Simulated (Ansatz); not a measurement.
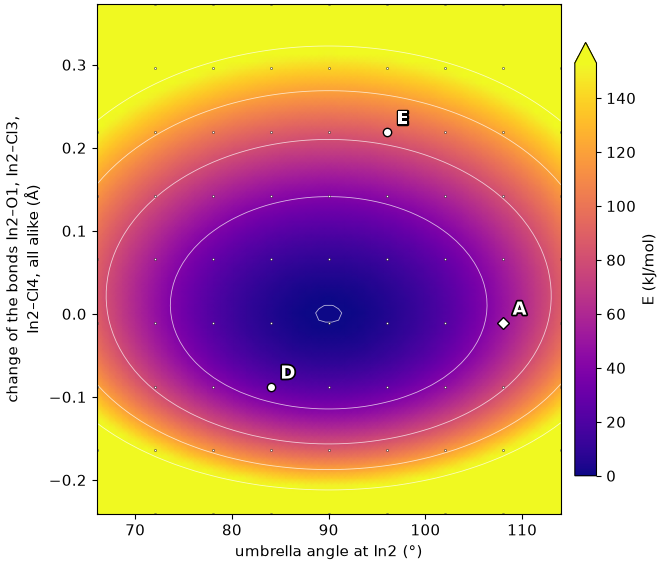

Cl2HInO, SMILES [OH][In]([Cl])[Cl]. Coordinates scanned: (1) umbrella angle at In2 (between each of its bonds and their common axis; 90 is planar); (2) change of the bonds In2–O1, In2–Cl3, In2–Cl4, all alike. Nothing is relaxed (all other coordinates rigid). The grid has 9 × 9 points; 45 points were computed and 36 follow by symmetry. Points are written as (first, second). All energies are given in kJ/mol relative to the lowest grid point. Level of theory: RKS r2SCAN-D4/def2-TZVP (Ansatz 0.2.0).

The picture shows a smooth colour map with a few white contour lines, dots at the grid points, one colour for all values above the top of the scale, lettered points. Between grid points the surface is interpolated.

Question: Is E the lowest point of the computed grid?

Answer: No. E lies 90 kJ/mol above the lowest grid point, which is at (90°, −0.011 Å).

Question: Rank the lettered points by energy, lowest first.

Answer: D (28 kJ/mol), A (50 kJ/mol), E (90 kJ/mol).
